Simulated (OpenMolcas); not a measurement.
# Re³⁺ among point charges: CASSCF and CASPT2 levels and susceptibility

Aim: the splitting of the states of Re³⁺ in the field of 4 point charges, its lowest levels with spin-orbit coupling and its magnetic susceptibility.

Method: state-averaged CASSCF and CASPT2, spin-orbit coupling by RASSI with atomic mean-field integrals. Code: OpenMolcas 26.06.

**1. Starting point**

```
Species                           : Re³⁺ (rhenium, Z = 75, 72 electrons)
Basis                             : ANO-RCC-VDZP [7s6p4d2f1g], 68 functions
Scalar Hamiltonian                : DKH2, point nucleus
Inactive shells                   : 1s 2s 2p 3s 3p 3d 4s 4p 4d 4f 5s 5p
Active space                      : 4 electrons in 5 orbitals (5d)
Some configurations of this space : 5d⁴
Orbitals                          : optimised for each spin and parity, averaged over all roots
```

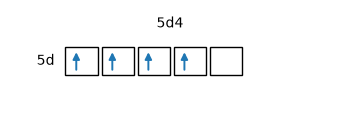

The shells outside the core, filled by Hund's rule for the drawing.

The ion sits among 4 point charges of -0.75 e arranged as a square (D4h), 1.99 Å from the ion.

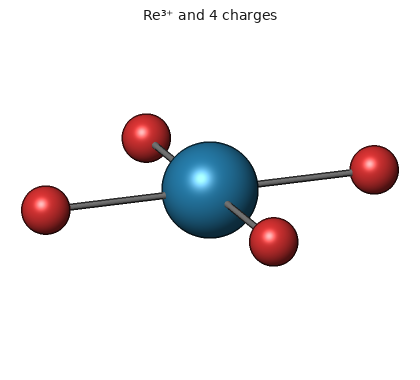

The ion and the point charges (red).

The work runs as a chain of OpenMolcas steps in one folder; each step below is one input file. Labels, J, g values, rates, χT and fits are worked out afterwards by a script from the matrices that RASSI stores. The input lists half of the charges; inversion (Group=XYZ) makes the rest.

**2. GATEWAY and SEWARD: basis and integrals**

File a.inp:

```
&GATEWAY
Coord
1

Re 0.0 0.0 0.0
Basis=ANO-RCC-VDZP
Group=XYZ
NoMove
AngMom=0.0 0.0 0.0
AMFI
XField
2 Angstrom 0
1.990000 0.000000 0.000000 -0.750000
0.000000 1.990000 0.000000 -0.750000
&SEWARD
```

On the command line:

```bash
$ OMP_NUM_THREADS=1 MOLCAS_MEM=1689 MOLCAS_PROJECT=a pymolcas a.inp > a.log
```

Standard output:

```text
Basis set label: RE.ANO-RCC...7S6P4D2F1G.

      Electronic valence basis set:
      ------------------
      Associated Effective Charge  75.000000 au
      Associated Actual Charge     75.000000 au
      Nuclear Model: Point charge

      Shell  nPrim  nBasis  Cartesian Spherical Contaminant
         s      24       7        X
         p      21       6        X
         d      15       4                 X
         f      11       2                 X
         g       4       1                 X
                  Relativistic Douglas-Kroll-Hess integrals:
                    - DKH order of Hamiltonian: 2
                    - DKH order of Properties : 0
                  Atomic mean-field integrals
```

**3. CASSCF: quintets of even parity, 5 roots**

File a.inp:

```
&RASSCF
FileOrb=start.orb
Symmetry=1
Spin=5
nActEl=4 0 0
Inactive=15 19
Ras2=5 0
CIRoot=5 5 1
SDav=5
CIMx=300
Iter=120 100
PrWF=0.3
OrbListing=Nothing
MaxOrb=0
>>> COPY $Project.JobIph JOB001
```

start.orb holds the contracted functions of the basis, ordered by shell, or the orbitals of the step before.

Standard output, shortened:

```text
[...]
      Number of active orbitals                  5
[...]
      Spin quantum number                      2.0
[...]
      Active orbitals                            5   0
[...]
      Number of CSFs                             5
      Number of root(s) required                 5
[...]
      Convergence after 11 iterations
[...]
      Natural orbitals and occupation numbers for root  1
      sym 1:   1.000000   1.000000   1.000000   1.000000   0.000000
      Natural orbitals and occupation numbers for root  2
      sym 1:   0.000000   1.000000   1.000000   1.000000   1.000000
      Natural orbitals and occupation numbers for root  3
      sym 1:  -0.000000   1.000000   1.000000   1.000000   1.000000
::    RASSCF root number  1 Total energy: -16677.22767706
::    RASSCF root number  2 Total energy: -16677.20114592
::    RASSCF root number  3 Total energy: -16677.16877410
::    RASSCF root number  4 Total energy: -16677.16877410
::    RASSCF root number  5 Total energy: -16677.15808973
```

**4. CASSCF: triplets of even parity, 45 roots**

File a.inp:

```
&RASSCF
FileOrb=start.orb
Symmetry=1
Spin=3
nActEl=4 0 0
Inactive=15 19
Ras2=5 0
CIRoot=45 45 1
SDav=45
CIMx=300
Iter=120 100
PrWF=0.3
OrbListing=Nothing
MaxOrb=0
>>> COPY $Project.JobIph JOB002
```

On the command line:

```bash
$ OMP_NUM_THREADS=1 MOLCAS_MEM=1689 MOLCAS_PROJECT=a pymolcas a.inp > a.log
```

Standard output, shortened:

```text
[...]
      Number of active orbitals                  5
[...]
      Spin quantum number                      1.0
[...]
      Active orbitals                            5   0
[...]
      Number of CSFs                            45
      Number of root(s) required                45
[...]
      Convergence after  9 iterations
[...]
      Natural orbitals and occupation numbers for root  1
      sym 1:   0.973989   1.051457   0.924391   1.009571   0.040592
      Natural orbitals and occupation numbers for root  2
      sym 1:   0.973989   1.051457   1.009571   0.924391   0.040592
      Natural orbitals and occupation numbers for root  3
      sym 1:   0.999839   0.999839   0.969128   0.998586   0.032608
::    RASSCF root number  1 Total energy: -16677.14560418
::    RASSCF root number  2 Total energy: -16677.14560418
::    RASSCF root number  3 Total energy: -16677.14552356
[...]
::    RASSCF root number 27 Total energy: -16677.07577821
::    RASSCF root number 28 Total energy: -16677.07498282
::    RASSCF root number 29 Total energy: -16677.07498282
::    RASSCF root number 30 Total energy: -16677.07342886
```

**5. Reference wave functions, singlets of even parity, 50 roots**

File a.inp:

```
&RASSCF
FileOrb=start.orb
Symmetry=1
Spin=1
nActEl=4 0 0
Inactive=15 19
Ras2=5 0
CIRoot=50 50 1
SDav=50
CIMx=300
Iter=120 100
PrWF=0.3
OrbListing=Nothing
MaxOrb=0
>>> COPY $Project.JobIph JOB003
```

Standard output, shortened:

```text
[...]
      Number of active orbitals                  5
[...]
      Spin quantum number                      0.0
[...]
      Active orbitals                            5   0
[...]
      Number of CSFs                            50
      Number of root(s) required                50
[...]
      Convergence after  8 iterations
[...]
      Natural orbitals and occupation numbers for root  1
      sym 1:   1.376374   0.598762   1.376374   0.568638   0.079853
      Natural orbitals and occupation numbers for root  2
      sym 1:   0.984314   0.599691   1.360016   1.003985   0.051993
      Natural orbitals and occupation numbers for root  3
      sym 1:   1.360016   0.599691   0.984314   1.003985   0.051993
::    RASSCF root number  1 Total energy: -16677.11432073
::    RASSCF root number  2 Total energy: -16677.11327577
::    RASSCF root number  3 Total energy: -16677.11327577
[...]
::    RASSCF root number 27 Total energy: -16677.04130008
::    RASSCF root number 28 Total energy: -16677.03941599
::    RASSCF root number 29 Total energy: -16677.03941599
::    RASSCF root number 30 Total energy: -16677.03350446
```

**6. RASSI: spin-orbit coupling between the states**

File a.inp:

```
&RASSI
NrOfJobIphs=3 5 45 50
1 2 3 4 5
1 2 3 4 5 6 7 8 9 10 11 12 13 14 15 16 17 18 19 20 21 22 23 24 25 26 27
28 29 30 31 32 33 34 35 36 37 38 39 40 41 42 43 44 45
1 2 3 4 5 6 7 8 9 10 11 12 13 14 15 16 17 18 19 20 21 22 23 24 25 26 27
28 29 30 31 32 33 34 35 36 37 38 39 40 41 42 43 44 45 46 47 48 49 50
IphNames
JOB001
JOB002
JOB003
EJob
SpinOrbit
DIPRint=1.0
SOCoupling=1000.0
Subsets=2
Property=9
'ANGMOM' 1 'ANGMOM' 2 'ANGMOM' 3 'MLTPL  1' 1 'MLTPL  1' 2 'MLTPL  1' 3
'AMFI' 1 'AMFI' 2 'AMFI' 3
SOProperty=3
'ANGMOM' 1 'ANGMOM' 2 'ANGMOM' 3
```

On the command line:

```bash
$ OMP_NUM_THREADS=1 MOLCAS_MEM=1689 MOLCAS_PROJECT=a pymolcas a.inp > a.log
```

Standard output, shortened:

```text
SPIN-FREE ENERGIES:
  (Shifted by EMIN (a.u.) =     -16677.2276770617)
 SF State       Relative EMIN(au)   Rel lowest level(eV)    D:o, cm**(-1)      L_eff
     1             0.0000000000        0.0000000000              0.0000         2.0
     2             0.0265311429        0.7219491765           5822.9128         2.0
     3             0.0589029610        1.6028312221          12927.7056         2.0
     4             0.0589029610        1.6028312221          12927.7056         2.0
     5             0.0695873307        1.8935677337          15272.6538         1.9
     6             0.0820728852        2.2333169799          18012.9162         4.5
     7             0.0820728852        2.2333169799          18012.9162         4.5
     8             0.0821535042        2.2355107337          18030.6100         4.4
     9             0.0823280411        2.2402601241          18068.9165         4.4
    10             0.0888601809        2.4180087051          19502.5555         3.2
[...]
Eigenvalues of complex Hamiltonian:
   -----------------------------------
  (Shifted by EMIN (a.u.) =     -16677.2276770617)
 SO State       Relative EMIN(au)   Rel lowest level(eV)    D:o, cm**(-1)     J-value
     1            -0.0234529542        0.0000000000              0.0000         1.1
     2            -0.0199300219        0.0958638726            773.1943         1.3
     3            -0.0123828399        0.3012331569           2429.6093         1.9
     4            -0.0123828399        0.3012331569           2429.6093         1.9
     5            -0.0087355129        0.4004819791           3230.1050         2.1
     6             0.0148221450        1.0415185092           8400.4133         2.1
     7             0.0175695024        1.1162779124           9003.3885         1.9
     8             0.0175695024        1.1162779125           9003.3885         1.9
     9             0.0225256649        1.2511419625          10091.1405         1.4
    10             0.0245101887        1.3051436064          10526.6931         1.5
    11             0.0283069473        1.4084586725          11359.9853         1.8
[...]
```

These steps: 25 s of run time, 1 thread of Arm Neoverse V1, shared host.

Spin-free states, with their symmetry labels:

```csv
state,degeneracy,E (cm-1),free-ion L (%)
5B1,1,0,D (100)
5B2,1,5823,D (100)
5E,2,12928,D (100)
5A1,1,15273,D (100)
3E,2,18013,H (63)
3B1,1,18031,H (54)
3A2,1,18069,H (62)
3B1,1,19503,F (55)
3A1,1,19514,H (48)
3E,2,19837,F (39)
3E,2,22279,P (49)
3A2,1,22724,H (59)
3B2,1,23440,H (52)
3E,2,23943,H (68)
3B2,1,24563,F (57)
1A1,1,24879,I (85)
3A2,1,25058,P (62)
1E,2,25108,I (88)
1B1,1,25261,I (88)
1A1,1,25546,G (48)
3E,2,26252,H (54)
3A1,1,26301,G (64)
1A2,1,27049,G (78)
3E,2,27817,F (55)
```

With spin-orbit coupling:

```json
{"E (cm-1)": "0.0", "Degeneracy": "1", "Label": "A1", "2S+1": "5", "g": ""}
{"E (cm-1)": "773.2", "Degeneracy": "1", "Label": "A2", "2S+1": "5", "g": ""}
{"E (cm-1)": "2430", "Degeneracy": "2", "Label": "E", "2S+1": "5", "g": "0.00 0.00 1.44"}
{"E (cm-1)": "3230", "Degeneracy": "1", "Label": "B1", "2S+1": "5", "g": ""}
{"E (cm-1)": "8400", "Degeneracy": "1", "Label": "B2", "2S+1": "5", "g": ""}
{"E (cm-1)": "9003", "Degeneracy": "2", "Label": "E", "2S+1": "5", "g": "0.00 0.00 6.15"}
{"E (cm-1)": "10091", "Degeneracy": "1", "Label": "A1", "2S+1": "5", "g": ""}
{"E (cm-1)": "10527", "Degeneracy": "1", "Label": "A2", "2S+1": "5", "g": ""}
{"E (cm-1)": "11360", "Degeneracy": "1", "Label": "A1", "2S+1": "5", "g": ""}
{"E (cm-1)": "12197", "Degeneracy": "2", "Label": "E", "2S+1": "5", "g": "0.00 0.00 4.04"}
{"E (cm-1)": "14966", "Degeneracy": "1", "Label": "B1", "2S+1": "5", "g": ""}
{"E (cm-1)": "14979", "Degeneracy": "2", "Label": "E", "2S+1": "5", "g": "0.00 0.00 3.22"}
{"E (cm-1)": "15000", "Degeneracy": "1", "Label": "A2", "2S+1": "5", "g": ""}
{"E (cm-1)": "15190", "Degeneracy": "1", "Label": "B2", "2S+1": "5", "g": ""}
{"E (cm-1)": "16971", "Degeneracy": "1", "Label": "A1", "2S+1": "3", "g": ""}
{"E (cm-1)": "17017", "Degeneracy": "2", "Label": "E", "2S+1": "5", "g": "0.00 0.00 3.64"}
{"E (cm-1)": "17149", "Degeneracy": "1", "Label": "B2", "2S+1": "3", "g": ""}
{"E (cm-1)": "17479", "Degeneracy": "2", "Label": "E", "2S+1": "5", "g": "0.00 0.00 2.41"}
{"E (cm-1)": "18100", "Degeneracy": "1", "Label": "B1", "2S+1": "5", "g": ""}
{"E (cm-1)": "18715", "Degeneracy": "1", "Label": "A1", "2S+1": "3", "g": ""}
{"E (cm-1)": "18999", "Degeneracy": "1", "Label": "B2", "2S+1": "3", "g": ""}
{"E (cm-1)": "19191", "Degeneracy": "1", "Label": "B1", "2S+1": "3", "g": ""}
{"E (cm-1)": "19285", "Degeneracy": "2", "Label": "E", "2S+1": "3", "g": "0.00 0.00 4.26"}
{"E (cm-1)": "19854", "Degeneracy": "2", "Label": "E", "2S+1": "3", "g": "0.00 0.00 0.42"}
```

The table of states holds 24 of 76 computed; the rest, higher up, is left out. Principal g values are given for doublets only; a zero marks a field direction without first-order Zeeman splitting.

Powder χT (cm³ K/mol): 0.00 at 2 K, 0.01 at 5 K, 0.01 at 10 K, 0.03 at 20 K, 0.07 at 50 K, 0.15 at 100 K, 0.22 at 150 K, 0.29 at 200 K, 0.36 at 250 K, 0.43 at 300 K.

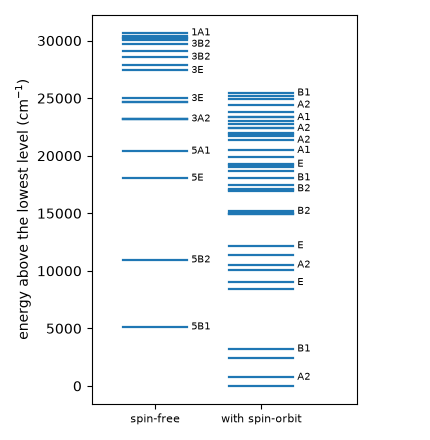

The states in the field without (left) and with (right) spin-orbit coupling.

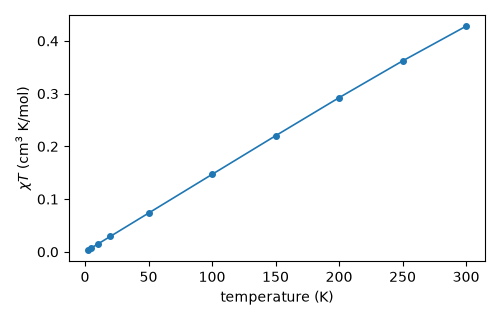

χT against temperature.

Orbitals of the lowest block (energies include the constant potential of the surroundings):

```csv
shell,space,energy (hartree),mean occupation,⟨r²⟩ (bohr²)
1s,inactive,-2643.2124,2.000,0.000416
2s,inactive,-464.1170,2.000,0.00679
2p,inactive,-406.7649,6.000,0.00563
3s,inactive,-110.0293,2.000,0.0443
3p,inactive,-92.7022,6.000,0.0450
3d,inactive,-72.1978,10.000,0.0377
4s,inactive,-24.4315,2.000,0.220
4p,inactive,-18.6139,6.000,0.248
4d,inactive,-11.0058,10.000,0.290
4f,inactive,-2.5341,14.000,0.405
5s,inactive,-4.0099,2.000,1.24
5p,inactive,-2.4181,6.000,1.64
5d,RAS2,,4.000,3.44
```

**7. CASPT2: IPEA 0.25, imaginary shift 0.1 (closed shells correlated: 5s 5p)**

File a.inp:

```
>>> COPY JOB001 $Project.JobIph
&CASPT2
Multistate=5 1 2 3 4 5
NoMult
Frozen=14 16
IPEA=0.25
Imaginary=0.1
MaxIter=60
WThr=0.0 0.3 0.05
PrWF=0.5
NoMix
>>> COPY JOB002 $Project.JobIph
&CASPT2
Multistate=45 1 2 3 4 5 6 7 8 9 10 11 12 13 14 15 16 17 18 19 20 21 22
23 24 25 26 27 28 29 30 31 32 33 34 35 36 37 38 39 40 41 42 43 44 45
NoMult
Frozen=14 16
IPEA=0.25
Imaginary=0.1
MaxIter=60
WThr=0.0 0.3 0.05
PrWF=0.5
NoMix
>>> COPY JOB003 $Project.JobIph
&CASPT2
Multistate=50 1 2 3 4 5 6 7 8 9 10 11 12 13 14 15 16 17 18 19 20 21 22
23 24 25 26 27 28 29 30 31 32 33 34 35 36 37 38 39 40 41 42 43 44 45 46
47 48 49 50
NoMult
Frozen=14 16
IPEA=0.25
Imaginary=0.1
MaxIter=60
WThr=0.0 0.3 0.05
PrWF=0.5
NoMix
```

On the command line:

```bash
$ OMP_NUM_THREADS=1 MOLCAS_MEM=1689 MOLCAS_PROJECT=a pymolcas a.inp > a.log
```

Standard output, shortened:

```text
[...]
      Active orbitals                            5   0
[...]
      E2 (Variational):          -0.1929974886
      Total energy:          -16677.4206745503
[...]
::    CASPT2 Root  1     Total energy: -16677.42067455
::    CASPT2 Root  2     Total energy: -16677.39330821
[...]
::    CASPT2 Root 27     Total energy: -16677.24761596
::    CASPT2 Root 28     Total energy: -16677.24224485
::    CASPT2 Root 29     Total energy: -16677.24224485
::    CASPT2 Root 30     Total energy: -16677.23914995
```

Time for this run: 11 s (1 thread of Arm Neoverse V1, shared host).

SS-CASPT2: lowest energy less the reference's lowest, -0.1930 hartree; reference weights 0.947 to 0.968.

Spin-free states, with their symmetry labels:

```csv
state,degeneracy,E (cm-1),free-ion L (%)
5B1,1,0,D (100)
5B2,1,6006,D (100)
5E,2,12996,D (100)
5A1,1,15552,D (100)
3E,2,16904,H (63)
3B1,1,16957,H (54)
3A2,1,17011,H (62)
3B1,1,17665,F (55)
3E,2,17964,F (39)
3A1,1,18314,H (48)
3E,2,20055,P (49)
3A2,1,21226,H (59)
3B2,1,22364,H (52)
1A1,1,22507,G (48)
3A2,1,22648,P (62)
3B2,1,22671,F (57)
3E,2,22933,H (68)
1A1,1,23904,I (85)
1E,2,24031,I (88)
1B1,1,24067,I (88)
3A1,1,24675,G (64)
3E,2,24900,H (54)
1A2,1,24911,G (78)
3E,2,26060,F (55)
```

With spin-orbit coupling:

```json
{"E (cm-1)": "0", "Degeneracy": "1", "Label": "A1", "2S+1": "5", "g": ""}
{"E (cm-1)": "970", "Degeneracy": "1", "Label": "A2", "2S+1": "5", "g": ""}
{"E (cm-1)": "2640", "Degeneracy": "2", "Label": "E", "2S+1": "5", "g": "0.00 0.00 1.46"}
{"E (cm-1)": "3450", "Degeneracy": "1", "Label": "B1", "2S+1": "5", "g": ""}
{"E (cm-1)": "8680", "Degeneracy": "1", "Label": "B2", "2S+1": "5", "g": ""}
{"E (cm-1)": "9260", "Degeneracy": "2", "Label": "E", "2S+1": "5", "g": "0.00 0.00 6.07"}
{"E (cm-1)": "10140", "Degeneracy": "1", "Label": "A1", "2S+1": "5", "g": ""}
{"E (cm-1)": "10810", "Degeneracy": "1", "Label": "A2", "2S+1": "5", "g": ""}
{"E (cm-1)": "11300", "Degeneracy": "1", "Label": "A1", "2S+1": "5", "g": ""}
{"E (cm-1)": "12220", "Degeneracy": "2", "Label": "E", "2S+1": "5", "g": "0.00 0.00 3.82"}
{"E (cm-1)": "14690", "Degeneracy": "1", "Label": "B1", "2S+1": "5", "g": ""}
{"E (cm-1)": "14890", "Degeneracy": "2", "Label": "E", "2S+1": "5", "g": "0.00 0.00 2.98"}
{"E (cm-1)": "14940", "Degeneracy": "1", "Label": "B2", "2S+1": "5", "g": ""}
{"E (cm-1)": "15050", "Degeneracy": "1", "Label": "A2", "2S+1": "5", "g": ""}
{"E (cm-1)": "16150", "Degeneracy": "1", "Label": "A1", "2S+1": "3", "g": ""}
{"E (cm-1)": "16550", "Degeneracy": "2", "Label": "E", "2S+1": "3", "g": "0.00 0.00 1.03"}
{"E (cm-1)": "16830", "Degeneracy": "1", "Label": "B2", "2S+1": "3", "g": ""}
{"E (cm-1)": "17130", "Degeneracy": "2", "Label": "E", "2S+1": "5", "g": "0.00 0.00 3.87"}
{"E (cm-1)": "17630", "Degeneracy": "1", "Label": "B1", "2S+1": "5", "g": ""}
{"E (cm-1)": "17660", "Degeneracy": "1", "Label": "A1", "2S+1": "3", "g": ""}
{"E (cm-1)": "18450", "Degeneracy": "1", "Label": "B2", "2S+1": "3", "g": ""}
{"E (cm-1)": "18650", "Degeneracy": "2", "Label": "E", "2S+1": "3", "g": "0.00 0.00 5.36"}
{"E (cm-1)": "18880", "Degeneracy": "1", "Label": "B1", "2S+1": "3", "g": ""}
{"E (cm-1)": "19360", "Degeneracy": "2", "Label": "E", "2S+1": "3", "g": "0.00 0.00 0.42"}
```

Powder χT (cm³ K/mol): 0.00 at 2 K, 0.01 at 5 K, 0.01 at 10 K, 0.02 at 20 K, 0.06 at 50 K, 0.12 at 100 K, 0.18 at 150 K, 0.24 at 200 K, 0.30 at 250 K, 0.35 at 300 K.

**8. The methods side by side**

A. CASSCF
B. SS-CASPT2, IPEA 0.25, imaginary shift 0.1 (closed shells correlated: 5s 5p)

```csv
method,ground state,first state of that spin (cm-1),first gap with spin-orbit (cm-1),χT at 300 K
A,5B1,5B2 5823,773.2,0.43
B,5B1,5B2 6006,966.2,0.35
```

**9. Results**

```
                                            quantity                                                                        value
                                              method  SS-CASPT2, IPEA 0.25, imaginary shift 0.1 (closed shells correlated: 5s 5p)
                              spin-free ground state                                              5B1, 1-fold in its orbital part
first state of the same spin within the active space                                                             5B2 at 6010 cm⁻¹
                                        lowest level                                                                    1-fold A1
                                          next level                                                                   966.2 cm⁻¹
                                         χT at 300 K                                                               0.35 cm³ K/mol
                           effective moment at 300 K                                                                      1.68 μB
```

Cost by method:

```csv
method,time of its own steps,time with the reference
A. CASSCF,25 s,25 s
"B. SS-CASPT2, IPEA 0.25, imaginary shift 0.1, +5s 5p",11 s,37 s
```

Times are of one thread on a shared host.

What this shows: The spin-free ground state (5B1) comes to 100 % from free-ion D terms and keeps the highest spin of the shell. χT at 300 K is 0.35, against 3.01 cm³ K/mol for the spin alone, so spin-orbit coupling lowers it. An active space of the d shell alone favours high spin; real ions in strong fields can be low spin. The field of point charges can differ much from that of real complexes. With metal d orbitals alone active, the gaps between spin states are rough; where two lie within a few thousand cm-1, their order is open. This is an electrostatic model: the charges have no orbitals.
